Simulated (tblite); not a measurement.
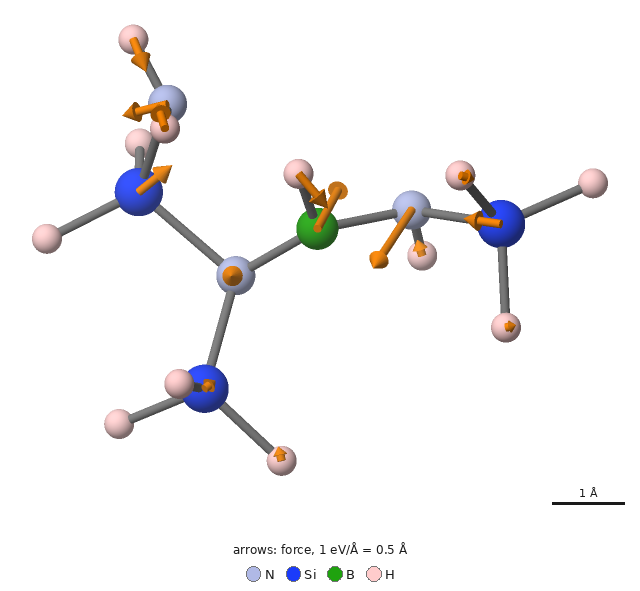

Starting geometry of BSi$_{3}$N$_{3}$H$_{12}$ with the computed forces as orange arrows. The picture is a ball-and-stick view, seen at a tilt.

Method: GFN2-xTB geometry optimisation, gas phase (tblite 0.8.0). 

> What follows when this structure is relaxed?

It isn't relaxed: the largest force vector, on an N atom, is 3.26 eV/Å. The final displacements have little in common with the starting forces (cosine between the two patterns 0.23). The energy falls by 41.9 kcal/mol in 299 geometry steps. The atom that moves furthest after the best rigid fit is an H atom (2.28 Å). By element the largest moves are H 2.28 Å, N 1.39 Å, Si 0.86 Å, B 0.51 Å. Among the contacts that change: B–N 1.531 → 1.411 Å, N–Si 1.803 → 1.728 Å, B–N 1.497 → 1.425 Å, N–Si 1.788 → 1.721 Å. Among the angles between lasting bonds that change: B–N–Si 103.8° → 130.5°, Si–N–B 106.7° → 117.8°, Si–N–Si 113.2° → 120.9°. Groups turn about N–Si by about 25°.
